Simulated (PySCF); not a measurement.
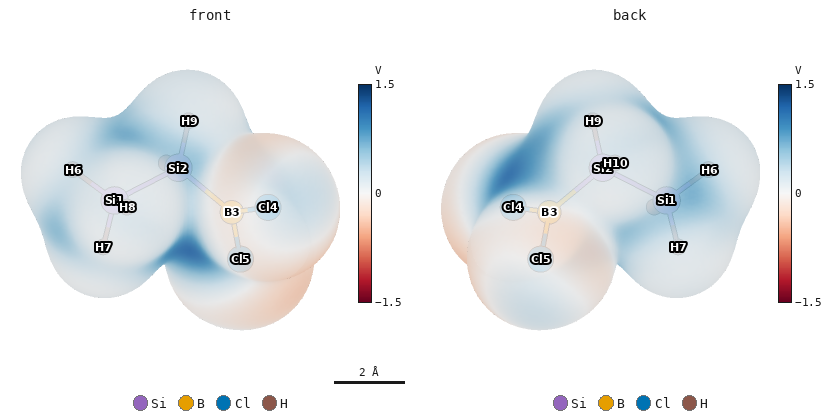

Figure. BCl₂H₅Si₂ (SMILES [SiH3][SiH2]B(Cl)Cl). The molecular electrostatic potential painted on the density surface at 0.001 e/bohr³, seen from the front and from behind; the colour scale runs from red (negative) to blue (positive).

Geometry: PBE0-D3(BJ)/def2-SVP.

Theory: CAM-B3LYP/def2-SVPD, SCF density, gas phase (PySCF).

Input file:

```
{"job": {"kind": "uv", "xc": "CAM-B3LYP", "basis": "def2-SVPD", "dynamic": true, "nstates": 6, "ntriplets": 0}, "charge": 0, "multiplicity": 1}
Si     1.711845    -0.365359    -0.439655
Si    -0.255555     0.910476    -0.269579
B     -1.699157    -0.376369     0.292618
Cl    -2.604964    -1.278132    -0.901617
Cl    -1.989083    -0.705306     1.985746
H      2.859817     0.475406    -0.897300
H      2.037806    -0.953958     0.895792
H      1.499456    -1.478040    -1.415756
H     -0.551299     1.525728    -1.600536
H     -0.049857     1.987084     0.748324
```

Run with:

```sh
OMP_NUM_THREADS=1 python probes_run.py task.json out
```

Where is the surface potential most negative and most positive?

Answer. The most negative region (about −0.4 V, or −9 kcal/mol for a unit charge) lies over Cl4 and Cl5, the most positive (about +1.1 V, or +25 kcal/mol for a unit charge) over Si1 and B3. Cl4 shows a σ-hole: about +0.3 V at the tip opposite its bond, against about −0.1 V on its flanks. Cl5 shows a σ-hole: about +0.3 V at the tip opposite its bond, against about −0.1 V on its flanks.

How polar is the molecule by this calculation?

Answer. Its dipole moment is 0.75 D.
